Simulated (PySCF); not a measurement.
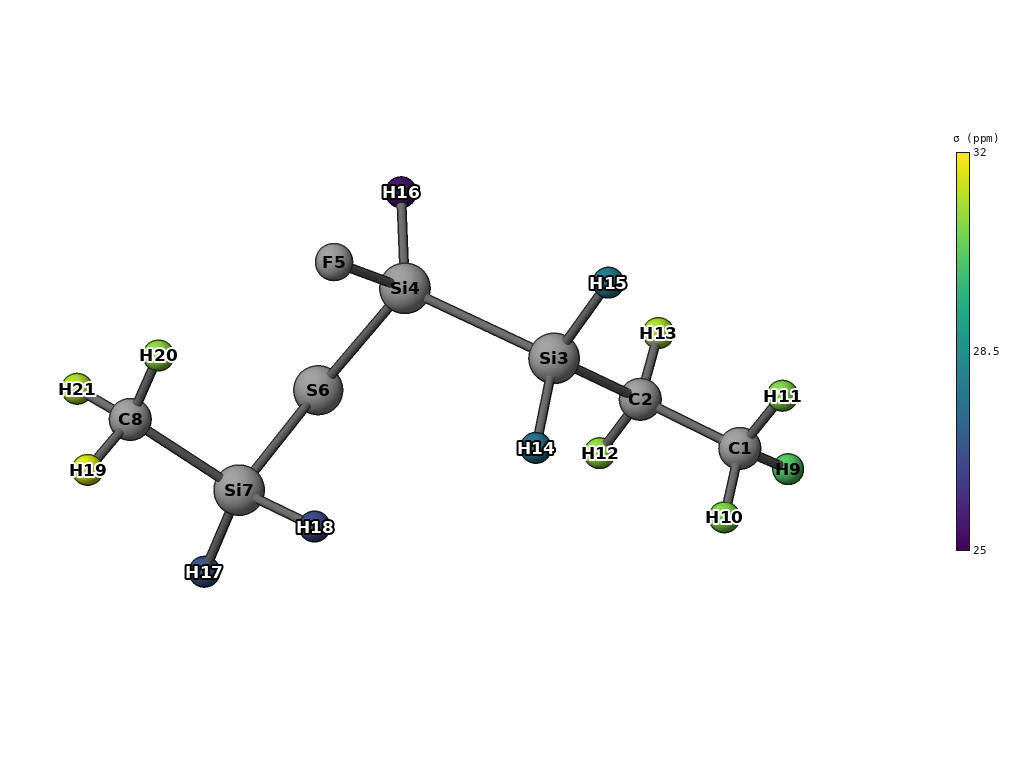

Atoms are coloured by their isotropic NMR shieldings (H only, the others grey). Computed geometry: GFN2-xTB optimisation. No frequency run is at hand to confirm it as a minimum. Method: GIAO PBE0/pcSseg-1 NMR shielding, non-relativistic, gas phase (PySCF 2.14.0).

Give the isotropic NMR shieldings of the H atoms atom by atom.

| atom | σ (ppm) |
| --- | --- |
| H9 | 30.15 |
| H10 | 30.68 |
| H11 | 30.70 |
| H12 | 30.90 |
| H13 | 31.12 |
| H14 | 27.69 |
| H15 | 27.91 |
| H16 | 25.46 |
| H17 | 26.85 |
| H18 | 26.62 |
| H19 | 31.58 |
| H20 | 30.81 |
| H21 | 31.16 |

The geometry is semi-empirical. Around Si such bond lengths and angles can be off by a tenth of an ångström or more and by several degrees, and values that hang on the shape move with them.
